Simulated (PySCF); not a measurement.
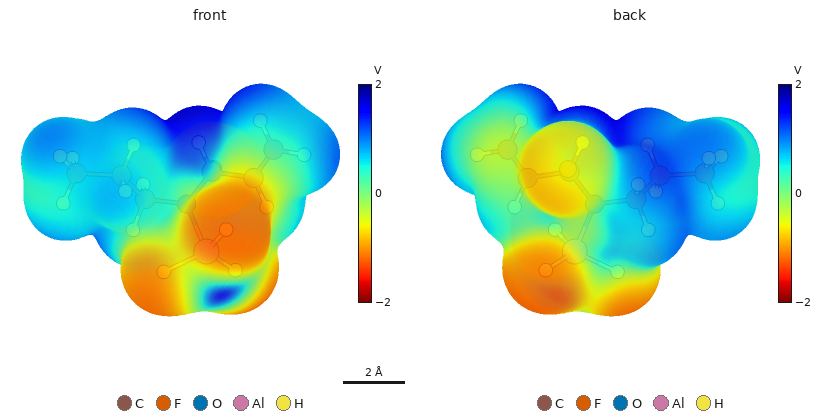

The picture shows: C₆H₁₄AlFO. The electrostatic potential painted on the density surface at 0.002 e/bohr³, seen from the front and from behind; red is negative and blue positive.

Geometry: GFN2-xTB.

These are results of PBE0/pcSseg-1, SCF density, gas phase, non-relativistic (PySCF 2.14.0), not measurements.

```xyz
23

C    -3.0232    0.7552    1.5397
C    -2.2555   -0.2462    1.1535
C    -0.7621   -0.1811    1.1822
F    -0.2906   -1.0084    2.1898
O    -0.2214   -0.6331   -0.0108
Al   -1.2969   -1.3543   -1.4182
C     1.1999   -0.4906   -0.1246
C     1.5966    0.9040   -0.5958
C     3.1037    1.0000   -0.7992
H    -2.6137    1.6984    1.8652
H    -4.0952    0.6729    1.5318
H    -2.6470   -1.2063    0.8423
H    -0.3970    0.8254    1.4440
H    -2.2892   -0.1359   -1.5683
H    -1.8338   -2.6813   -0.7594
H    -0.1337   -1.4753   -2.4686
H     1.6653   -0.7447    0.8329
H     1.4980   -1.2291   -0.8721
H     1.2791    1.6546    0.1321
H     1.0743    1.1007   -1.5353
H     3.3763    1.9997   -1.1259
H     3.4315    0.2898   -1.5536
H     3.6298    0.7856    0.1285
```

> Which sites attract a positive test charge, and which a negative one?

A positive charge is drawn to the negative regions and a negative charge to the positive ones. The most negative region (about −1.2 V) lies over H14 and H15, the most positive (about +1.7 V) over H13.

> How polar is the molecule by this calculation?

Its dipole moment is 4.63 D.
